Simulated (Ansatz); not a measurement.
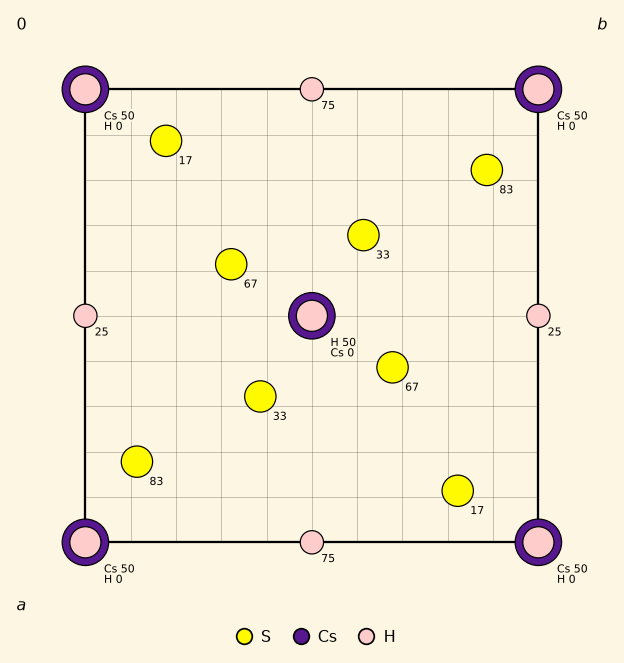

Plan of a unit cell projected along c (a down the page, b across); the numbers are heights in hundredths of c, and atoms on the cell's edges are repeated. The grid marks tenths of a and b. Source: coordinates from a relaxation (final pressure about 20 GPa) with DFT, PAW plane waves, pbe in Ansatz 0.2.0; the starting structure was generated, so it need not be a known form of this composition. All values are computed from the atomic coordinates in the standard setting (tolerance 0.002 Å).

a = 4.722 Å, b = 4.722 Å, c = 9.207 Å, α = 90.00°, β = 90.00°, γ = 90.00°.

What does the cell contain?

Answer. 8 S, 2 Cs, 4 H: CsH2S4, Z = 2.

Give the fractional coordinates of all atoms, to two places.

Answer.
| atom | x | y | z |
| --- | --- | --- | --- |
| S | 0.32 | 0.61 | 0.33 |
| S | 0.89 | 0.82 | 0.17 |
| S | 0.68 | 0.39 | 0.33 |
| S | 0.11 | 0.18 | 0.17 |
| Cs | 0.50 | 0.50 | 0.00 |
| H | 0.50 | 0.00 | 0.25 |
| H | 0.00 | 0.00 | 0.00 |
| S | 0.82 | 0.11 | 0.83 |
| S | 0.39 | 0.32 | 0.67 |
| S | 0.18 | 0.89 | 0.83 |
| S | 0.61 | 0.68 | 0.67 |
| Cs | 0.00 | 0.00 | 0.50 |
| H | 0.00 | 0.50 | 0.75 |
| H | 0.50 | 0.50 | 0.50 |
